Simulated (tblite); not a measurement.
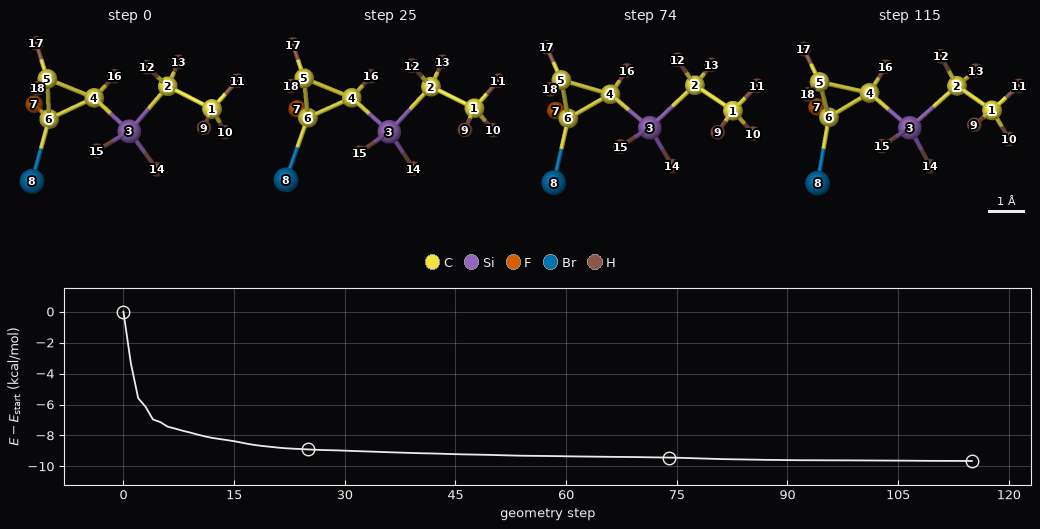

Frames of a relaxation of C$_{5}$H$_{10}$BrFSi, marked on the history of the run. The picture is a ball-and-stick view, seen at a tilt.

Theory: tblite, GFN2-xTB geometry optimisation, gas phase. 

> Describe the path.

After 115 geometry steps the energy has fallen by 9.65 kcal/mol. H12 moves most after the best rigid fit: 0.68 Å. Largest moves by element: H 0.68 Å, C 0.34 Å, Br 0.29 Å, F 0.11 Å, Si 0.11 Å. Near-neighbour distances that change, for instance: C5–C6 1.534 → 1.483 Å, C6–F7 1.390 → 1.355 Å, C5–H17 1.115 → 1.081 Å, Si3–Br8 3.342 → 3.374 Å. Among the angles between lasting bonds that change: F7–C6–Br8 118.4° → 109.3°, C5–C6–F7 111.6° → 118.7°, Si3–C4–C5 114.9° → 120.3°. Groups turn about C2–Si3 by about 25°. From step 0 to 25: H10 moves most (0.26 Å), energy −8.90 kcal/mol. From step 25 to 74: H atoms move most (0.30 Å), energy −0.53 kcal/mol. From step 74 to 115: H9 moves most (0.27 Å), energy −0.22 kcal/mol.
